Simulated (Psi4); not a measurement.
# [CSO3F3]− (trifluoromethanesulfonate) at wB97X/def2-SVP

Aim: the vertical ionisation energy of [CSO3F3]− (trifluoromethanesulfonate) at wB97X/def2-SVP, from 2 runs. 

The results are computed with Psi4 1.11.

## Step 1: The molecule

[CSO3F3]−: 8 atoms, total charge -1, spin state singlet. SMILES: `[O-]S(=O)(=O)C(F)(F)F`. The coordinates come from a PBE0-D4/def2-TZVPD relaxation.

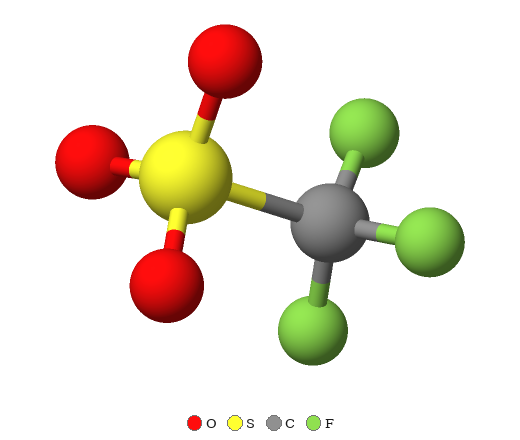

Viewed from a chosen angle; oxygen red, sulfur yellow, carbon grey, fluorine green.

## Step 2: The energy at wB97X/def2-SVP

Input file cf3o3s.dat:

```
memory 2200 MB

molecule {
  -1 1
  O
  S 1 r2
  O 2 r3 1 a3
  O 2 r4 1 a4 3 d4
  C 2 r5 1 a5 3 d5
  F 5 r6 2 a6 1 d6
  F 5 r7 6 a7 2 d7
  F 5 r8 6 a8 7 d8

  r2 = 1.446667
  r3 = 1.446669
  a3 = 115.53446
  r4 = 1.446678
  a4 = 115.53454
  d4 = 139.25625
  r5 = 1.853343
  a5 = 102.37941
  d5 = -110.37145
  r6 = 1.341383
  a6 = 111.91198
  d6 = 60.10958
  r7 = 1.341385
  a7 = 106.92302
  d7 = -122.87892
  r8 = 1.341382
  a8 = 106.92338
  d8 = -114.24298
  units angstrom
  symmetry c1
  no_reorient
  no_com
}

set {
  basis                def2-SVP
  puream               true
  e_convergence        1e-09
  d_convergence        1e-08
  scf_type             pk
  dft_radial_points    99
  dft_spherical_points 590
}

energy_value, wavefunction = energy("wb97x", return_wfn=True)
oeprop(wavefunction, "MAYER_INDICES", "MULLIKEN_CHARGES", "QUADRUPOLE", title="WB97X")
```

The run is started by

```sh
$ psi4 -n 1 cf3o3s.dat cf3o3s.out
```

cf3o3s.out (excerpt; [...] marks lines left out):

```text
[...]
  Running in c1 symmetry.
[...]
  Nuclear repulsion =  555.370003803737745
[...]
  Multiplicity = 1
[...]
  Nalpha       = 37
  Nbeta        = 37
[...]
    Number of basis functions: 116
[...]
   @RKS iter   1:  -960.35432573788398    4.35887e-01   9.60112e-03 DIIS/ADIIS
[...]
   @RKS iter  12:  -960.81501571877698   -2.27374e-13   8.17357e-09 DIIS
[...]
    Orbital Energies [Eh]
    ---------------------
    Doubly Occupied:
       1A    -88.860962     2A    -24.626677     3A    -24.626604
       4A    -24.626603     5A    -18.985680     6A    -18.985625
       7A    -18.985624     8A    -10.343583     9A     -8.033775
      10A     -6.001096    11A     -6.000244    12A     -6.000243
      13A     -1.273055    14A     -1.176606    15A     -1.176605
      16A     -1.069209    17A     -0.916762    18A     -0.916758
      19A     -0.680314    20A     -0.589191    21A     -0.553173
      22A     -0.553172    23A     -0.465791    24A     -0.431658
      25A     -0.431657    26A     -0.399414    27A     -0.393283
      28A     -0.393282    29A     -0.374391    30A     -0.374390
      31A     -0.367703    32A     -0.263078    33A     -0.263077
      34A     -0.227929    35A     -0.227927    36A     -0.213885
[...]
  @RKS Final Energy:  -960.81501571877698
   => Energetics <=
    Nuclear Repulsion Energy =            555.3700038037377453
    One-Electron Energy =               -2448.4814489321042856
    Two-Electron Energy =                 997.4260381864746705
    DFT Exchange-Correlation Energy =     -65.1296087768851066
    Empirical Dispersion Energy =           0.0000000000000000
    VV10 Nonlocal Energy =                  0.0000000000000000
    Total Energy =                       -960.8150157187769764
[...]
 Multipole Moments:
 ------------------------------------------------------------------------------------
     Multipole            Electronic (a.u.)      Nuclear  (a.u.)        Total (a.u.)
 ------------------------------------------------------------------------------------
 L = 1.  Multiply by 2.5417464519 to convert [e a0] to [Debye]
 Dipole X            :         -5.1664504            3.6774475           -1.4890029
 Dipole Y            :          1.9184356           -1.3655384            0.5528973
 Dipole Z            :          1.2096052           -0.8609970            0.3486082
 Magnitude           :                                                    1.6261466
 L = 2.  Multiply by 1.3450342976 to convert [e a0^2] to [Debye ang]
 Quadrupole XX       :       -401.1360711          357.2346094          -43.9014617
 Quadrupole XY       :         73.4326771          -73.1547946            0.2778825
[...]
  Mulliken Charges: (a.u.)
   Center  Symbol    Alpha    Beta     Spin     Total
       1     O     4.27708  4.27708  0.00000 -0.55416
       2     S     7.57652  7.57652  0.00000  0.84697
       3     O     4.27708  4.27708  0.00000 -0.55416
       4     O     4.27709  4.27709  0.00000 -0.55417
       5     C     2.79848  2.79848  0.00000  0.40304
       6     F     4.59792  4.59792  0.00000 -0.19584
       7     F     4.59792  4.59792  0.00000 -0.19584
       8     F     4.59792  4.59792  0.00000 -0.19584
   Total alpha = 37.00000, Total beta = 37.00000, Total charge = -1.00000
[...]
```

It took 20 s on 1 thread of AMD EPYC 9R45 (Zen 5), shared host; peak memory 0.92 GiB.

## Step 3: Doublet neutral CSO3F3, same level

Input file input.json:

```json
{
 "schema_name": "qcschema_input",
 "schema_version": 1,
 "molecule": {
  "schema_name": "qcschema_molecule",
  "schema_version": 2,
  "symbols": ["O", "S", "O", "O", "C", "F", "F", "F"],
  "geometry": [-0.85438298, -3.38988521, 1.01024759, 0.97226409, -1.61613158, 0.01483435, 3.06534364, -1.02574334, 1.67138717, 1.61221984, -1.93940702, -2.62329891, -0.83312356, 1.38486689, -0.01271786, -1.61444972, 2.04011053, 2.30797921, 0.55261261, 3.31446624, -0.89693961, -2.90048394, 1.23178018, -1.47149194],
  "molecular_charge": 0,
  "molecular_multiplicity": 2,
  "fix_symmetry": "c1",
  "fix_com": true,
  "fix_orientation": true
 },
 "driver": "energy",
 "model": {
  "method": "wb97x",
  "basis": "def2-SVP"
 },
 "keywords": {
  "reference": "uks",
  "puream": true,
  "e_convergence": 1e-09,
  "d_convergence": 1e-08,
  "scf_type": "pk",
  "dft_radial_points": 99,
  "dft_spherical_points": 590,
  "maxiter": 100
 }
}
```

The run is started by

```sh
$ psi4 --qcschema input.json -n 1 --memory 2200MB
```

stdout (excerpt; [...] marks lines left out):

```text
[...]
  Running in c1 symmetry.
[...]
  Nuclear repulsion =  555.370021796957303
[...]
  Multiplicity = 2
[...]
  Nalpha       = 37
  Nbeta        = 36
[...]
    Number of basis functions: 116
[...]
   @UKS iter   1:  -960.10004078983366    6.90172e-01   9.56960e-03 DIIS/ADIIS
[...]
   @UKS iter  19:  -960.59182174553609   -1.70530e-12   6.23375e-09 DIIS
[...]
   @S^2 Observed:                7.586936315E-01
[...]
  @UKS Final Energy:  -960.59182174553609
   => Energetics <=
    Nuclear Repulsion Energy =            555.3700217969573032
    One-Electron Energy =               -2429.8701387434152821
    Two-Electron Energy =                 978.7648998319597240
    DFT Exchange-Correlation Energy =     -64.8566046310376976
    Empirical Dispersion Energy =           0.0000000000000000
    VV10 Nonlocal Energy =                  0.0000000000000000
    Total Energy =                       -960.5918217455360946
[...]
 Multipole Moments:
 ------------------------------------------------------------------------------------
     Multipole            Electronic (a.u.)      Nuclear  (a.u.)        Total (a.u.)
 ------------------------------------------------------------------------------------
 L = 1.  Multiply by 2.5417464519 to convert [e a0] to [Debye]
 Dipole X            :         -5.8752721            5.4820386           -0.3932335
 Dipole Y            :          9.7656367           -9.1119759            0.6536608
 Dipole Z            :         -0.0896768            0.0836582           -0.0060186
 Magnitude           :                                                    0.7628507
[...]
```

The result, in JSON:

```text
{
 "driver": "energy",
 "model": {
  "method": "wb97x",
  "basis": "def2-SVP"
 },
 "success": true,
 "return_result": -960.5918217455361,
 "properties": {
  "calcinfo_nbasis": 116,
  "calcinfo_nmo": 116,
  "calcinfo_nalpha": 37,
  "calcinfo_nbeta": 36,
  "calcinfo_natom": 8,
  "nuclear_repulsion_energy": 555.3700217969573,
  "return_energy": -960.5918217455361,
  "scf_one_electron_energy": -2429.8701387434153,
  "scf_two_electron_energy": 978.7648998319597,
  "scf_xc_energy": -64.8566046310377,
  "scf_dipole_moment": [-0.39323348147909964, 0.6536607539020896, -0.006018633355127395],
  "scf_total_energy": -960.5918217455361,
  "scf_iterations": 19
 }
}
```

Run time: 44 s. Hardware: 1 thread of AMD EPYC 9R45 (Zen 5), shared host; peak memory 0.93 GiB.

## Step 4: What came out

At wB97X/def2-SVP:

| quantity | value |
| --- | --- |
| singlet [CSO3F3]−: total energy | -960.81502 Eh |
| singlet [CSO3F3]−: HOMO energy | -4.75 eV |
| singlet [CSO3F3]−: LUMO energy | 10.49 eV |
| singlet [CSO3F3]−: HOMO–LUMO gap (to an unbound level, set by the basis) | 15.24 eV |
| doublet neutral CSO3F3: total energy | -960.59182 Eh |
| doublet neutral CSO3F3: dipole moment | 1.94 D |
| doublet neutral CSO3F3: HOMO energy (highest over α and β) | -11.83 eV |
| doublet neutral CSO3F3: LUMO energy (lowest over α and β) | -6.30 eV |
| doublet neutral CSO3F3: ⟨S²⟩ | 0.759 |
| vertical detachment energy (to the doublet neutral) | 6.073 eV |

In words: Removing an electron at fixed nuclei costs 6.07 eV (140 kcal/mol). The negative HOMO energy of the first species, 4.75 eV, lies 1.33 eV below that difference.
